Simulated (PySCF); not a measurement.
# C₅H₈OSi: electronic excitations

Aim: predict the electronic excitations of C₅H₈OSi (`C#C[C@H](C)C(=O)[SiH3]`).

The runs use PySCF 2.14.0, with density-fitted response routines of our own; the level of theory stands in each step. All values are computed, except where a source is named. Atoms are numbered from 0 throughout.

## Step 1: Starting geometry

15 atoms, charge 0, multiplicity 1; geometry from: GFN2-xTB.

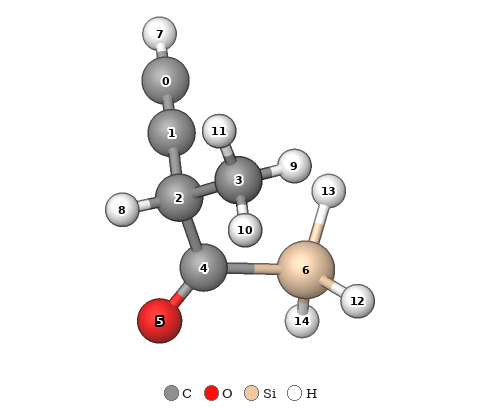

The starting geometry (carbon grey, oxygen red, silicon light orange, hydrogen white), atoms numbered.

## Step 2: Ultraviolet spectrum: CAM-B3LYP/def2-SVPD

What the job is given:

```
{"job": {"kind": "uv", "xc": "CAM-B3LYP", "basis": "def2-SVPD", "nstates": 8, "ntriplets": 3}, "charge": 0, "multiplicity": 1}
C      1.822924    -1.562420     1.103255
C      1.382341    -0.752936     0.339043
C      0.824389     0.205227    -0.594844
C      0.616588     1.566721     0.069635
C     -0.499483    -0.377858    -1.085650
O     -0.620788    -0.766193    -2.223701
Si    -1.982495    -0.503161     0.133873
H      2.232438    -2.257737     1.773422
H      1.503175     0.301161    -1.451764
H     -0.027198     1.472336     0.941766
H      0.159081     2.259516    -0.633438
H      1.573970     1.973363     0.389013
H     -2.669965     0.789582     0.094377
H     -1.474326    -0.768752     1.478411
H     -2.845064    -1.570861    -0.355310
```

Method: TDDFT CAM-B3LYP/def2-SVPD, vertical, gas phase, core orbitals frozen in the response.

On the command line:

```console
> OMP_NUM_THREADS=1 python probes_run.py task.json out
```

The driver reads the jobs from task.json and runs them one after another.

Output:

```text
coarse grid: 13104 points
cycle   1  E = -559.3137728280  dE =  9.195e-01  |g| = 8.020e-01  |ddm| = 9.208e+00
cycle   2  E = -559.0506063390  dE =  2.632e-01  |g| = 1.456e+00  |ddm| = 2.985e+00
cycle   3  E = -559.4539180016  dE = -4.033e-01  |g| = 8.607e-02  |ddm| = 1.737e+00
cycle   4  E = -559.4554347903  dE = -1.517e-03  |g| = 5.221e-02  |ddm| = 3.072e-01
cycle   5  E = -559.4560320333  dE = -5.972e-04  |g| = 2.182e-02  |ddm| = 1.558e-01
cycle   6  E = -559.4561409682  dE = -1.089e-04  |g| = 4.998e-03  |ddm| = 3.817e-02
cycle   7  E = -559.4561484009  dE = -7.433e-06  |g| = 1.380e-03  |ddm| = 1.749e-02
final grid: 122152 points
cycle   8  E = -559.5539869847  dE = -2.733e-05  |g| = 3.832e-03  |ddm| = 9.166e-02
cycle   9  E = -559.5539846415  dE =  2.343e-06  |g| = 5.373e-03  |ddm| = 1.345e-02
cycle  10  E = -559.5539902154  dE = -5.574e-06  |g| = 7.970e-04  |ddm| = 6.078e-03
cycle  11  E = -559.5539903404  dE = -1.250e-07  |g| = 1.691e-04  |ddm| = 1.279e-03
cycle  12  E = -559.5539903457  dE = -5.217e-09  |g| = 9.764e-05  |ddm| = 4.625e-04
cycle  13  E = -559.5539903480  dE = -2.381e-09  |g| = 2.073e-05  |ddm| = 1.902e-04
cycle  14  E = -559.5539903482  dE = -1.797e-10  |g| = 6.833e-06  |ddm| = 5.395e-05
converged SCF energy = -559.5539903482

Static polarisability (au): isotropic 85.952, principal 78.604 83.730 95.522

Singlet excitations
state   eV       nm        f      main configurations
  1   3.5245    351.8   0.00033   H->L 0.92
  2   5.9770    207.4   0.00097   H-1->L 0.83
  3   6.3760    194.5   0.03764   H-2->L 0.68
  4   6.6454    186.6   0.00375   H->L+1 0.28, H->L+2 0.15, H-2->L+6 0.08
  5   6.7267    184.3   0.00070   H->L+3 0.42, H->L+1 0.38
  6   7.0193    176.6   0.05130   H->L+2 0.34, H->L+5 0.24, H->L+1 0.14
  7   7.1962    172.3   0.01164   H->L+3 0.23, H->L+6 0.17, H->L+1 0.10
  8   7.3316    169.1   0.07484   H->L+2 0.20, H->L+5 0.12, H-1->L+5 0.10

Triplet excitations (Tamm-Dancoff, eV): 2.8890 5.3173 5.6507
```

It took 55 s on 1 thread of Arm Neoverse V2, shared host; peak memory 0.96 GiB.

Frontier orbitals and where they lie:

```csv
orbital,eV,atoms
HOMO−3,-11.47,"Si6 35 %, H12 27 %, O5 12 %"
HOMO−2,-9.90,"C1 38 %, C0 36 %, O5 8 %"
HOMO−1,-9.57,"C0 41 %, C1 38 %, C2 7 %"
HOMO,-8.38,"O5 45 %, C4 16 %, Si6 11 %"
LUMO,-0.24,"C4 35 %, O5 30 %, Si6 10 %"
LUMO+1,1.07,"Si6 30 %, C0 11 %, C3 10 %"
LUMO+2,1.38,"Si6 40 %, H13 11 %, H12 9 %"
```

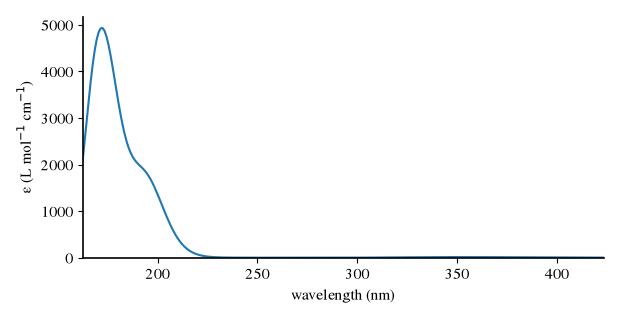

Absorption spectrum: each of the 8 states is a Gaussian band of 0.4 eV half-width at 1/e. Beyond the last state computed it falls off for lack of states.

Ground-state properties from the same run:

```csv
property,computed
dipole moment (D),2.69
polarisability (Å³),12.74
HOMO–LUMO gap (eV),8.14
−ε(HOMO) (eV),8.38
```

## Step 3: What came out

| quantity | value |
| --- | --- |
| lowest singlet (CAM-B3LYP/def2-SVPD) | 3.52 eV (352 nm), f = 0.000 |
| brightest single state of those computed | state 8, 7.33 eV, f = 0.075 |
| lowest triplet | 2.89 eV |

**Reading.** The first singlet state (HOMO→LUMO 0.92) lies at 3.52 eV and is dark; of the 8 states computed, the strongest absorption comes from state 8 at 7.33 eV (the last computed, so partners may be missing). The lowest triplet lies 0.64 eV below the lowest singlet (triplets in Tamm-Dancoff, singlets in full TDDFT).
